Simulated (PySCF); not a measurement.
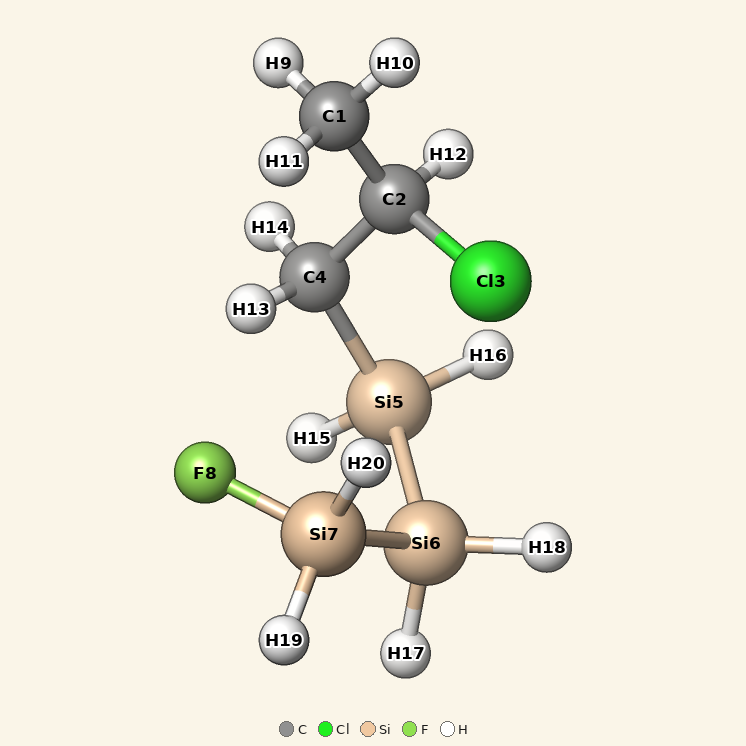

The computed structure is the end point of a GFN2-xTB optimisation. No frequency run is at hand to confirm it as a minimum. Electric field gradients from the ground-state density, PBE0/pcSseg-1 (PySCF 2.14.0), non-relativistic apart from any core potentials.

Give the largest field-gradient component, the quadrupole coupling constant and the asymmetry for 35Cl at Cl3 (Q = −81.7 mb), 2H at H9 (Q = 2.86 mb), 2H at H10 (Q = 2.86 mb), 2H at H11 (Q = 2.86 mb), 2H at H12 (Q = 2.86 mb).

```tsv
atom	V_zz (a.u.)	e²qQ/h (MHz)	η
Cl3	3.512	−67.4	0.05
H9	0.313	0.210	0.03
H10	0.312	0.210	0.03
H11	0.309	0.208	0.03
H12	0.291	0.196	0.04
```

The geometry is semi-empirical. Around Si such bond lengths and angles can be off by a tenth of an ångström or more and by several degrees, and values that hang on the shape move with them.
